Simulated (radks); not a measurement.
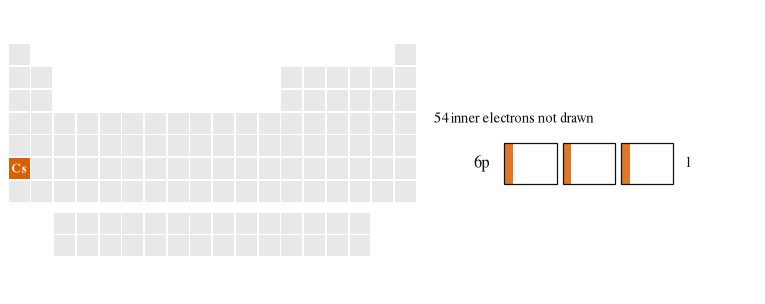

Fig. 1: Left, the place of caesium in the periodic table; right, the outer shells as the input fills them: a box for each of the 2l + 1 orbitals, shaded by the share of the shell that is filled, with the electron count at the right.

# Cs: atomic calculation

- system: atomic caesium (Cs) in the configuration [Xe] 6p1 (high spin).
- method: scalar-relativistic Kohn-Sham, r2SCAN, spin-polarised, spherical densities, finite nucleus (the in-house radial solver radks)

The input:
```
Z 55
configuration [Xe] 6p1
relativity scalar-relativistic
functional r2scan,r2scan
spin polarised
nucleus finite rms 4.8041 fm
c 137.035999084
```

Energies in input and log are in hartree, lengths in bohr (the nuclear radius in fm).

The program's output:
```
1s      1   1.0000       -1317.84246150
2s      1   1.0000        -207.41820930
2p      1   3.0000        -185.95301643
3s      1   1.0000         -43.41642539
3p      1   3.0000         -36.46583715
3d      1   5.0000         -26.27703244
4s      1   1.0000          -8.32868985
4p      1   3.0000          -6.09422197
4d      1   5.0000          -2.83069556
5s      1   1.0000          -1.06132177
5p      1   3.0000          -0.56068298
6p      1   1.0000          -0.05100516
1s      2   1.0000       -1317.84235890
2s      2   1.0000        -207.41819264
2p      2   3.0000        -185.95295099
3s      2   1.0000         -43.41637268
3p      2   3.0000         -36.46576523
3d      2   5.0000         -26.27695658
4s      2   1.0000          -8.32852463
4p      2   3.0000          -6.09406530
4d      2   5.0000          -2.83046672
5s      2   1.0000          -1.06057498
5p      2   3.0000          -0.56024651
6p      2   0.0000          -0.00984210
Etot -7787.602570593195
Ekin 8204.962366509504
Encl -18841.383815980138
Eh 3041.383294953982
Exc -192.5644160765429
err 4.283664392685009e-06
it 25
```

Slater integrals of the outer shells (hartree):

| integral | value |
| --- | --- |
| F0(6p,6p) | 0.1148 |
| F2(6p,6p) | 0.0638 |
| F0(6p,5p) | 0.1448 |
| F2(6p,5p) | 0.0215 |
| G0(6p,5p) | 0.0032 |
| G2(6p,5p) | 0.0041 |
| F0(6p,5s) | 0.1457 |
| G1(6p,5s) | 0.0051 |
| F0(6p,4d) | 0.1482 |
| F2(6p,4d) | 0.0070 |
| G1(6p,4d) | 0.0013 |
| G3(6p,4d) | 0.0013 |
| F0(5p,5p) | 0.4352 |
| F2(5p,5p) | 0.2338 |

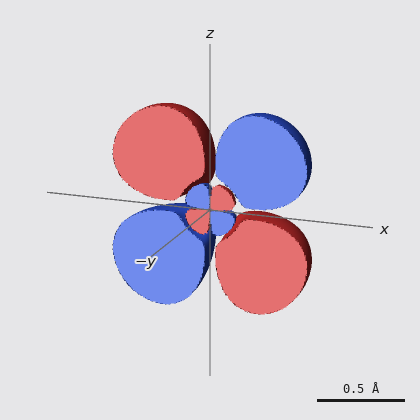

Fig. 2: The 4d(xz) orbital of down spin. The radial function comes from the spherical calculation and is multiplied by a real spherical harmonic; the overall sign is chosen so that the largest lobe of P(r) is positive; at the scalar-relativistic level it is the large component. The surface of constant |ψ| that holds about 85 % of the electron is drawn, blue where ψ is positive and red where it is negative, with the half in front of the xz plane cut away and the cut face painted. It has the nodal planes xy and yz and 1 radial node, at r = 0.334 bohr. The outermost maximum of P² lies at 0.720 bohr, ⟨r⟩ = 0.837 bohr, 90 % of the charge lies within 1.27 bohr, and the eigenvalue is −77.0 eV, with 5 electrons in the shell for this spin.

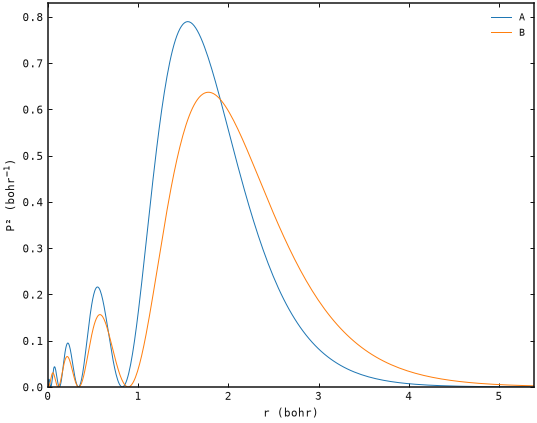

Fig. 3: The radial probability densities P² of 5p up and 5s up. A is 5s up; B is 5p up. 5s up: outer maximum at 1.55 bohr, ⟨r⟩ = 1.75 bohr, 4 nodes, eigenvalue −28.9 eV; 5p up: outer maximum at 1.78 bohr, ⟨r⟩ = 2.07 bohr, 3 nodes, eigenvalue −15.3 eV. The innermost lobes are too small to be seen at this scale.

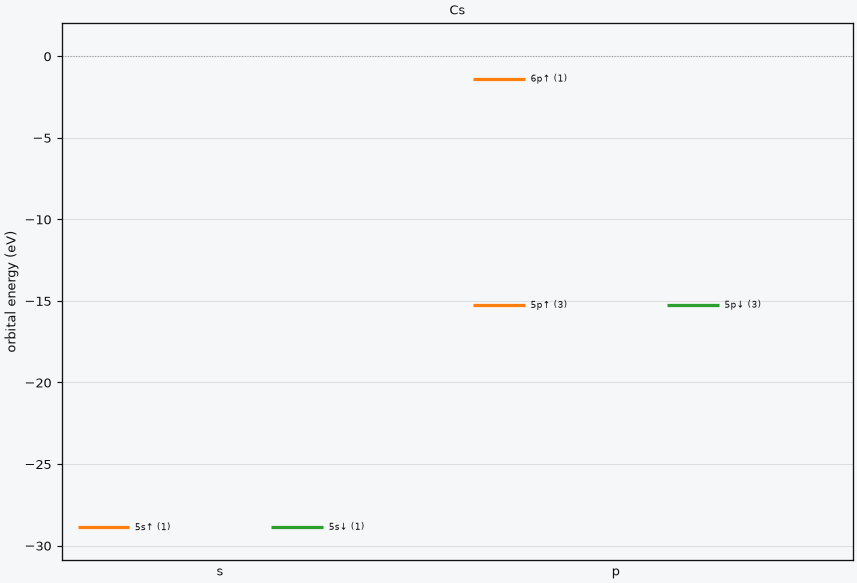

Fig. 4: The outer levels are drawn by angular momentum (occupations in brackets, up spins at the left of each column and down spins at the right). The highest occupied level is 6p up at −1.39 eV. The highest 3 occupied levels, from the top down, are 6p up (−1.39 eV), 5p down (−15.2 eV), 5p up (−15.3 eV). The largest exchange splitting (down less up) among the shells drawn in both spins is that of 5s, 0.0203 eV.

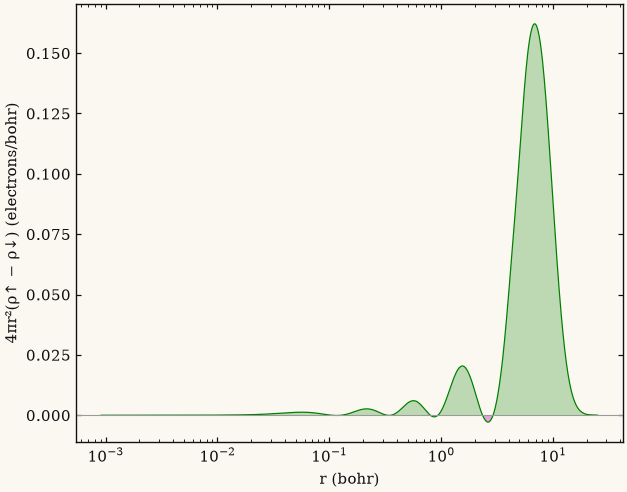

Fig. 5: The radial spin density. The curve integrates to 1 unpaired electron, held by 6p (+1). Its largest value, 0.162 electrons/bohr, lies near r = 6.9 bohr. Regions of the opposite sign are negligible.

Results in brief:

- outcome: converged
- total energy: −7787.6026 hartree
- kinetic energy: 8204.9624 hartree
- electron–nucleus energy: −18841.3838 hartree
- Hartree energy: 3041.3833 hartree
- exchange–correlation energy: −192.564416 hartree
- radius at density 0.001 e/bohr³: 4.16 bohr
- SCF iterations: 25
- hardware: 1 CPU thread, shared host
